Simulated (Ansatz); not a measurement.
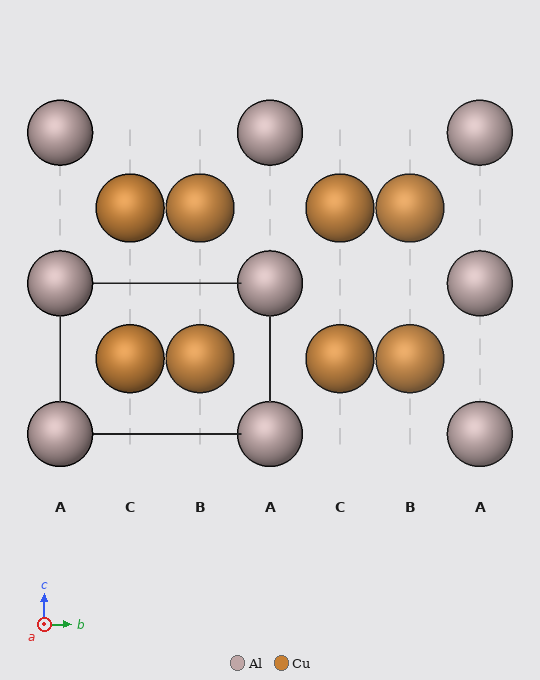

The picture looks along a close-packed row of the hexagonal mesh; c points upwards. The dashed lines mark the three columns A (0, 0), B (1/3, 2/3) and C (2/3, 1/3). The sequence starts with the first layer at or above the cell's origin.

System AlCu2 (space group P6/mmm, No. 191); source of the atomic positions: the end point of a relaxation with DFT PBE, scalar-relativistic, plane waves, PAW in Ansatz; the starting structure was generated, so it need not be a known form of this composition.

Read off the stacking sequence over one period.

Answer. Al(A) – Cu(B)+Cu(C) (two layers in 2.59 Å).

Heights of the layers:

```json
{"layer": "1", "atoms (column)": "Al(A)", "height (Å)": "0.00", "to next (Å)": "1.30"}
{"layer": "2", "atoms (column)": "Cu(B)+Cu(C)", "height (Å)": "1.30", "to next (Å)": "1.30"}
```
